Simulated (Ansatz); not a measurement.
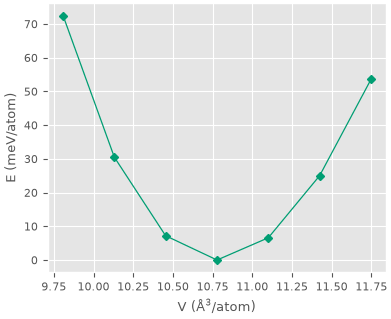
Figure: TiC (NiAs type, P6_3/mmc) under volume change, DFT-PBE in the program Ansatz with PAW potentials, shape and atoms relaxed at each volume.

Task: What does a third-order Birch–Murnaghan fit give for V₀, B₀ and B′?

Result: V₀ = 10.78 Å³/atom, B₀ = 227 GPa, B′ = 4.0.

A made-up cell: these elements were put on the sites of a structure type; neither database checked (COD, Materials Project) lists it. It is not the phase usual at ambient conditions (space group No. 225). The cell was relaxed with PBE under the symmetry of its start; whether a distortion lowers the energy is not shown. No spin polarisation was allowed.

Potentials: the later of the program's two PAW sets.
